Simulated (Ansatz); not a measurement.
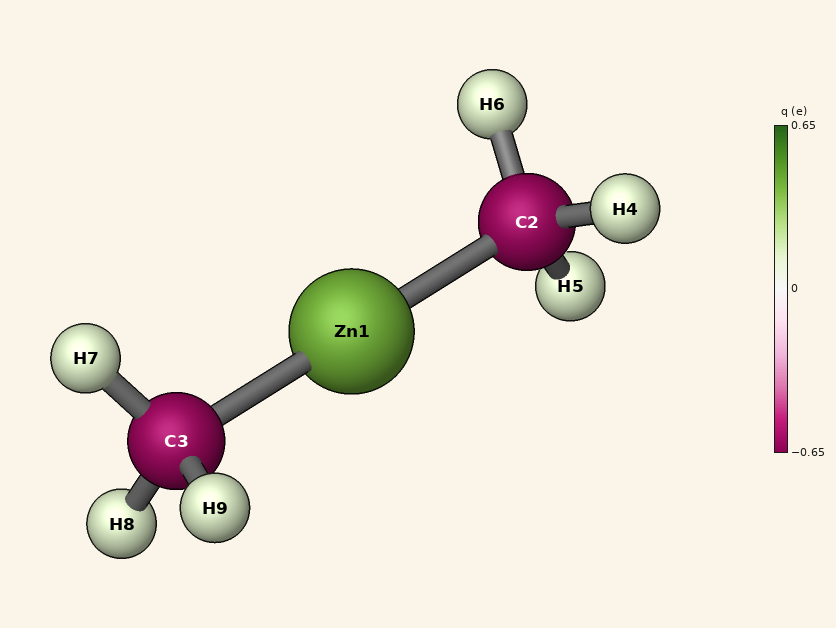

Atoms are coloured by their Mulliken charges. The geometry was computed by an optimisation with PBE0-D4/def2-TZVP. Method: RKS PBE0-D4/def2-TZVP (Ansatz 0.2.0).

Give the Mulliken charges atom by atom.

```csv
atom,value (e)
Zn1,0.42
C2,−0.61
C3,−0.61
H4,0.13
H5,0.13
H6,0.13
H7,0.13
H8,0.13
H9,0.13
```

Mulliken values depend strongly on the basis set and can even reverse the polarity of a bond.
